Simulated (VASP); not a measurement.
# Berry-phase polarisation of HfO2

How large is the polarisation of HfO2 against a centred reference, and what does the path between them cost?

Program: VASP 6.6.1. Level of theory: r2SCAN; plane waves and PAW (Hf_sv_GW, O), in the first sound run; inputs show where later runs differ. Results are calculated unless marked as measured.

### Step 1. The starting structure

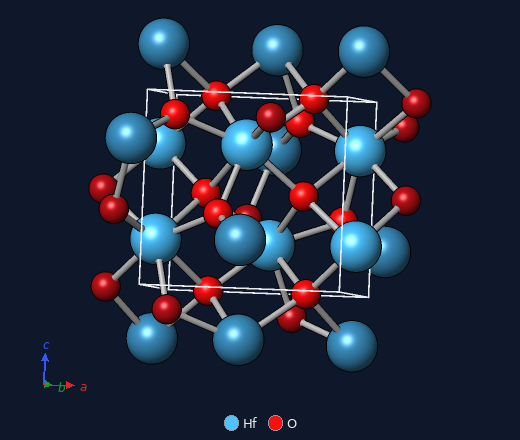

The starting structure, seen slightly off an axis (hafnium blue, oxygen red). Some periodic images of atoms are drawn too.

Structure file:

```xyz
12
Lattice="5.2195 0.0000 0.0000 0.0000 5.0048 0.0000 0.0000 0.0000 5.0327" Properties=species:S:1:pos:R:3 pbc="T T T"
Hf    0.1723    1.3387    1.2151
Hf    2.4375    1.3387    3.7314
Hf    2.7820    3.6661    1.2151
Hf    5.0472    3.6661    3.7314
O     1.9201    0.3571    1.9087
O     0.6896    0.3571    4.4251
O     3.8308    2.3028    2.4776
O     3.9984    2.3028    4.9939
O     1.3886    2.7020    4.9939
O     1.2211    2.7020    2.4776
O     4.5298    4.6477    1.9087
O     3.2994    4.6477    4.4251
```

### Step 2. Relax the crystal, r2SCAN

The polar end is relaxed first.

Level: r2SCAN; plane waves and PAW (Hf_sv_GW, O).

The input, INCAR:

```
SYSTEM = HfO2
PREC = Accurate
ENCUT = 520
EDIFF = 1E-06
NELM = 120
ISMEAR = 0
SIGMA = 0.02
LREAL = .FALSE.
ALGO = Normal
METAGGA = R2SCAN
LASPH = .TRUE.
NBANDS = 60
LORBIT = 11
LWAVE = .FALSE.
LCHARG = .FALSE.
KPAR = 8
IBRION = 2
NSW = 80
ISIF = 3
EDIFFG = -0.005
POTIM = 0.4
```

The input, POSCAR:

```
HfO2
1.0
    5.2194633600      0.0000000000      0.0000000000
    0.0000000000      5.0047636900      0.0000000000
    0.0000000000      0.0000000000      5.0326850500
Hf O
4 8
Direct
    0.0330060000      0.2674791800      0.2414403500
    0.4669940000      0.2674791800      0.7414403500
    0.5330060000      0.7325208200      0.2414403500
    0.9669940000      0.7325208200      0.7414403500
    0.3678725500      0.0713546000      0.3792672600
    0.1321274500      0.0713546000      0.8792672600
    0.7339485200      0.4601169500      0.4922923900
    0.7660514800      0.4601169500      0.9922923900
    0.2660514800      0.5398830500      0.9922923900
    0.2339485200      0.5398830500      0.4922923900
    0.8678725500      0.9286454000      0.3792672600
    0.6321274500      0.9286454000      0.8792672600
```

The input, KPOINTS:

```
Automatic mesh
0
Gamma
5 6 5
0 0 0
```

The projector-augmented-wave data sets are Hf_sv_GW and O (PBE family, release 64).

The run is started by

```bash
mpirun -np 8 vasp_std
```

The program printed:

```text
[banner, memory and clock lines left out]
running    8 mpi-ranks, on    1 nodes
[...]
|                                                                             |
|           W    W    AA    RRRRR   N    N  II  N    N   GGGG   !!!           |
|           W    W   A  A   R    R  NN   N  II  NN   N  G    G  !!!           |
|           W    W  A    A  R    R  N N  N  II  N N  N  G       !!!           |
|           W WW W  AAAAAA  RRRRR   N  N N  II  N  N N  G  GGG   !            |
|           WW  WW  A    A  R   R   N   NN  II  N   NN  G    G                |
|           W    W  A    A  R    R  N    N  II  N    N   GGGG   !!!           |
|                                                                             |
|     For optimal performance we recommend to set                             |
|       NCORE = 2 up to number-of-cores-per-socket                            |
|     NCORE specifies how many cores store one orbital (NPAR=cpu/NCORE).      |
|     This setting can greatly improve the performance of VASP for DFT.       |
[...]
DAV:  15    -0.285525715186E+03    0.18864E-05   -0.30999E-05  5168   0.244E-02    0.370E-02
DAV:  16    -0.285525695126E+03    0.20060E-04   -0.82013E-05  4724   0.323E-02    0.127E-02
DAV:  17    -0.285525695127E+03   -0.38199E-09   -0.38792E-06  4432   0.836E-03
   1 F= -.28552570E+03 E0= -.28552570E+03  d E =-.285526E+03
[... from here on, the cycles between the ionic steps are left out ...]
   2 F= -.28551872E+03 E0= -.28551872E+03  d E =0.697052E-02
   3 F= -.28553721E+03 E0= -.28553721E+03  d E =-.115112E-01
   4 F= -.28553720E+03 E0= -.28553720E+03  d E =-.115059E-01
   5 F= -.28553731E+03 E0= -.28553731E+03  d E =-.112561E-03
   6 F= -.28553731E+03 E0= -.28553731E+03  d E =-.112410E-03
   7 F= -.28553736E+03 E0= -.28553736E+03  d E =-.463621E-04
   8 F= -.28553736E+03 E0= -.28553736E+03  d E =-.471134E-04
   9 F= -.28553738E+03 E0= -.28553738E+03  d E =-.233601E-04
  10 F= -.28553739E+03 E0= -.28553739E+03  d E =-.251794E-04
  11 F= -.28553739E+03 E0= -.28553739E+03  d E =-.234980E-05
  12 F= -.28553739E+03 E0= -.28553739E+03  d E =-.318779E-05
  13 F= -.28553739E+03 E0= -.28553739E+03  d E =-.291639E-05
 trial-energy change:   -0.000003  1 .order   -0.000004   -0.000006   -0.000001
 step:   0.2237(harm=  0.2237)  dis= 0.00016  next Energy=  -285.537393 (dE=-0.373E-05)
 reached required accuracy - stopping structural energy minimisation
```

Run time: 12 min. Hardware: 8 MPI ranks of AMD EPYC 9R45, shared host; peak memory 3.3 GiB; 75 min of CPU time.

Lines that name or quote the potential files are left out of all logs, and their timing lines are given in words.

OUTCAR, selected parts (step 2):

```text
  Total       -0.0294591     -0.0556923     -0.0317709      0.0000000      0.0000000      0.0000000
  in kB       -0.3554894     -0.6720519     -0.3833860      0.0000000      0.0000000      0.0000000
  external PRESSURE =      -0.4703091 kB  Pullay stress =       0.0000000 kB

 POSITION                                       TOTAL-FORCE (eV/Angst)
 -----------------------------------------------------------------------------------
      0.17194      1.34396      1.22016         0.000511      0.004589     -0.001730
      2.44500      1.34396      3.74467        -0.000511      0.004589     -0.001730
      2.78889      3.68027      1.22016         0.000511     -0.004589     -0.001730
      5.06195      3.68027      3.74467        -0.000511     -0.004589     -0.001730
      1.92536      0.35943      1.91665        -0.002826     -0.000748      0.002545
      0.69158      0.35943      4.44117         0.002826     -0.000748      0.002545
      3.84254      2.31170      2.48277        -0.001230      0.001738     -0.000815
      4.00831      2.31170      5.00729         0.001230      0.001738     -0.000815
      1.39136      2.71253      5.00729         0.001230     -0.001738     -0.000815
      1.22559      2.71253      2.48277        -0.001230     -0.001738     -0.000815
      4.54231      4.66480      1.91665        -0.002826      0.000748      0.002545
      3.30853      4.66480      4.44117         0.002826      0.000748      0.002545
 -----------------------------------------------------------------------------------
    total drift:                                0.000000     -0.000000      0.002002

  FREE ENERGIE OF THE ION-ELECTRON SYSTEM (eV)
  ---------------------------------------------------
  free  energy   TOTEN  =      -285.5373918428 eV

  energy  without entropy=     -285.5373918428  energy(sigma->0) =     -285.53739184

 reached required accuracy - stopping structural energy minimisation

[... 3 further parts left out ...]
[key lines of the parts left out:]
E-fermi :   5.9542
```

This run gave:

- energy(sigma→0) of the program: -285.5374 eV
- stress, compression positive: xx, yy, zz -0.04, -0.07, -0.04 GPa
- volume: 132.771 Å³
- ionic steps: 13

### Step 3. Berry phase, r2SCAN

The centred structure lies half way between the polar one and its mirror or inverted image (space group 57 within 0.02 Å; largest move 0.45 Å). One point of the path in full, at 0.6 of the distortion.

Level: r2SCAN; plane waves and PAW (Hf_sv_GW, O).

The input, INCAR:

```
SYSTEM = HfO2
PREC = Accurate
ENCUT = 520
EDIFF = 1E-07
NELM = 100
ISMEAR = 0
SIGMA = 0.02
LREAL = .FALSE.
ALGO = Normal
METAGGA = R2SCAN
LASPH = .TRUE.
NBANDS = 60
LWAVE = .FALSE.
LCHARG = .FALSE.
LCALCPOL = .TRUE.
DIPOL = 0.123 0.137 0.119
ISIF = 2
```

The input, POSCAR:

```
HfO2
1.0
    5.2338955125      0.0000000000      0.0000000000
    0.0000000000      5.0242355825      0.0000000000
    0.0000000000      0.0000000000      5.0490333845
Hf O
4 8
Direct
    0.0328518030      0.2674960900      0.2609967010
    0.4671481970      0.2674960900      0.7609967010
    0.5328518030      0.7325039100      0.2609967010
    0.9671481970      0.7325039100      0.7609967010
    0.3678643950      0.0715395080      0.3437643770
    0.1321356050      0.0715395080      0.8437643770
    0.7404982920      0.4601100620      0.5110389210
    0.7595017080      0.4601100620      0.0110389210
    0.2595017080      0.5398899380      0.0110389210
    0.2404982920      0.5398899380      0.5110389210
    0.8678643950      0.9284604920      0.3437643770
    0.6321356050      0.9284604920      0.8437643770
```

The input, KPOINTS:

```
Automatic mesh
0
Gamma
6 6 8
0 0 0
```

The run is started by

```bash
mpirun -np 2 vasp_std
```

The program printed:

```text
[banner, memory and clock lines left out]
running    2 mpi-ranks, on    1 nodes
[...]
[... a notice as in an earlier step ...]

 LDA part: xc-table for (None), standard interpolation
 POSCAR, INCAR and KPOINTS ok, starting setup
[...]
entering main loop
       N       E                     dE             d eps       ncg     rms          rms(c)
DAV:   1     0.692072275083E+03    0.69207E+03   -0.59604E+04  9616   0.164E+03
DAV:   2    -0.276475406880E+03   -0.96855E+03   -0.94168E+03 12680   0.422E+02
DAV:   3    -0.338816823543E+03   -0.62341E+02   -0.62066E+02 11472   0.112E+02
DAV:   4    -0.339625266453E+03   -0.80844E+00   -0.80623E+00 11536   0.133E+01
[...]
DAV:  19    -0.285023477396E+03   -0.10760E-05   -0.20727E-07  7280   0.203E-03    0.316E-03
DAV:  20    -0.285023477622E+03   -0.22575E-06   -0.21296E-08  5752   0.811E-04    0.418E-03
DAV:  21    -0.285023477562E+03    0.59101E-07   -0.18550E-08  5700   0.663E-04
 p_tot=(  0.100E+01 -0.579E+01 -0.104E+02 )
   1 F= -.28502348E+03 E0= -.28502348E+03  d E =-.141788E-54
```

Wall time 18 min (2 MPI ranks); peak memory 0.85 GiB; 29 min of CPU time.

OUTCAR, selected parts (step 3):

```text
  Total        2.5839521      2.3926091     -0.7442889      0.0000000      0.0000000      0.0000000
  in kB       31.1811231     28.8721446     -8.9814993      0.0000000      0.0000000      0.0000000
  external PRESSURE =      17.0239228 kB  Pullay stress =       0.0000000 kB

 POSITION                                       TOTAL-FORCE (eV/Angst)
 -----------------------------------------------------------------------------------
      0.17194      1.34396      1.31778        -0.026132      1.134508     -0.628148
      2.44500      1.34396      3.84230         0.026132      1.134508     -0.628148
      2.78889      3.68027      1.31778        -0.026132     -1.134508     -0.628148
      5.06195      3.68027      3.84230         0.026132     -1.134508     -0.628148
      1.92536      0.35943      1.73568         0.069325      0.984192      0.723901
      0.69158      0.35943      4.26019        -0.069325      0.984192      0.723901
      3.87569      2.31170      2.58025        -0.026331     -0.145942     -0.095753
      3.97515      2.31170      0.05574         0.026331     -0.145942     -0.095753
      1.35820      2.71253      0.05574         0.026331      0.145942     -0.095753
      1.25874      2.71253      2.58025        -0.026331      0.145942     -0.095753
      4.54231      4.66480      1.73568         0.069325     -0.984192      0.723901
      3.30853      4.66480      4.26019        -0.069325     -0.984192      0.723901
 -----------------------------------------------------------------------------------
    total drift:                               -0.000000      0.000000     -0.003808

  FREE ENERGIE OF THE ION-ELECTRON SYSTEM (eV)
  ---------------------------------------------------
  free  energy   TOTEN  =      -285.0234775625 eV

  energy  without entropy=     -285.0234775625  energy(sigma->0) =     -285.02347756

[... 3 further parts left out ...]
[key lines of the parts left out:]
E-fermi :   5.8576
```

This run gave:

* energy(sigma→0) of the program: -285.0235 eV
* stress, compression positive: xx, yy, zz 3.12, 2.89, -0.90 GPa

The run ends at a pressure of 1.70 GPa, with forces up to 1.3 eV/Å.

### Step 4. All members

The other members went through these steps as far as the tables show, at the cell of the polar end; 10 runs are not shown. The session took 7.8 core hours (wall time by ranks) on a shared machine.

The Berry phase fixes the polarisation only up to a quantum, here 61 µC/cm², so branches are joined from point to point; the sign is set positive along the polar axis, and energies count from the end point of the series.

```csv
fraction of the polar distortion,"polarisation, branches joined (µC/cm²)",energy above the polar end (meV/f.u.),gap on the mesh (eV)
0,0.00,336.74,4.69
0.10,6.29,329.31,4.74
0.20,12.59,307.64,4.84
0.30,18.91,?,5.00
0.40,25.30,230.14,5.21
0.50,31.81,180.75,5.17
0.60,38.50,129.59,5.09
0.70,45.47,81.05,5.02
0.80,52.78,39.94,4.98
0.90,60.50,11.12,4.96
1,68.71,0.00,4.91
```

### Step 5. A double well from the known rows

A least-squares parabola through the 10 rows shown, with u the square of the distortion: E = 366.2 u² − 699.1 u + 335.0 (meV/f.u.), r.m.s. residual 1.8 meV/f.u.

For the withheld row, u = 0.09, the fit gives 275.06 meV/f.u.

### Step 6. The withheld row

The calculation gives 273.68 meV/f.u., so the prediction is 1.38 meV/f.u. too high, within twice the residual of the fit.

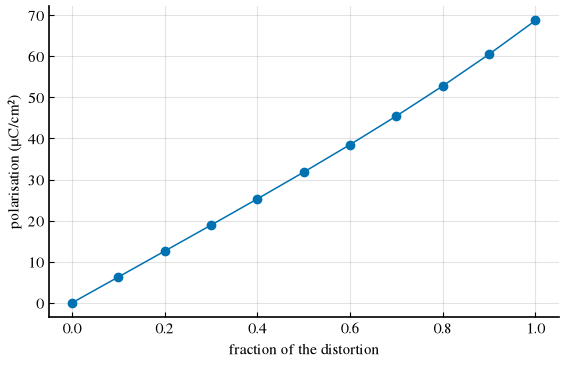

Polarisation along the path.

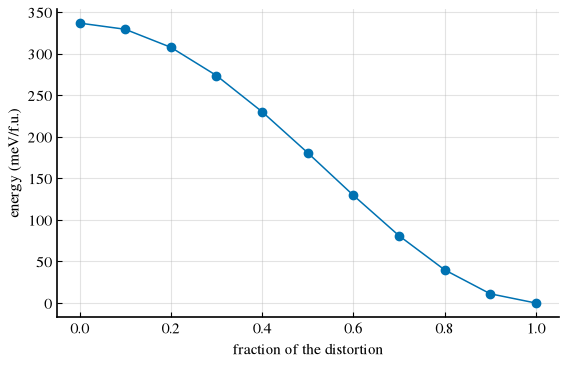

Energy along the path.

### Step 7. Results

* polarisation at the last point: 68.7 µC/cm²
* energy of the centred structure: 337 meV/f.u.
* highest point of the path: 337 meV/f.u.
* error of the predicted energy: 1.38 meV/f.u.

**Reading.** The largest step between points is 8.2 µC/cm², well under half the quantum, so the joining is safe. The polarisation departs from a straight line by up to 2.7 µC/cm². The smallest gap on the mesh along the path is 4.69 eV. The value belongs to this centred reference; where a crystal has several, another path can give another value. A straight path at a fixed cell bounds the barrier of uniform switching from above; where films switch at all, they do so at domain walls.

[Lines on the potential files, build, host, timing and source positions are cut from VASP's logs without a mark.]

[Logs are printed without paths, hosts, clocks, repeated set-up lines and the standing remarks that a program may print on its own settings, such as how far it seeks lower states.]

[Hosts, paths, dates, database ids (printed as entryN), source tags and the programs' standing remarks are cut or masked in the printed files.]
